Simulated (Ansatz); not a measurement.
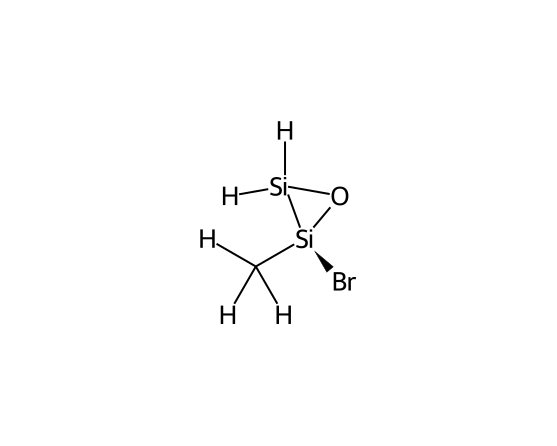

The drawing above gives the connectivity. The computed structure is the end point of a PBE0-D4/def2-TZVP optimisation. No frequency run is at hand to confirm it as a minimum.

What does the molecule look like in three dimensions?

The molecule is CH₅BrOSi₂. Its SMILES string is `C[Si@@]1(Br)O[SiH2]1`. Independent rings (smallest set): 1 of 3 members. Among its groups: Si–H bond, Si–O bond. The point group is C1. Coordination, clear cases only: 1 C tetrahedral.

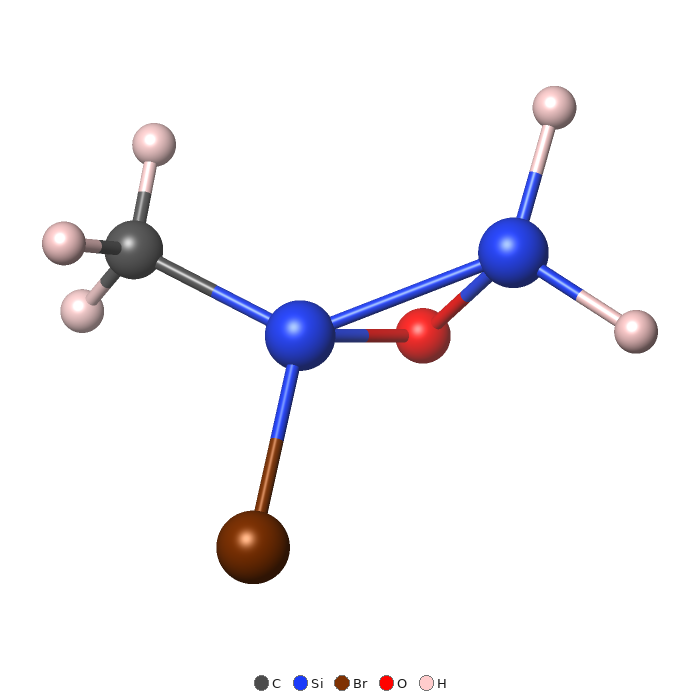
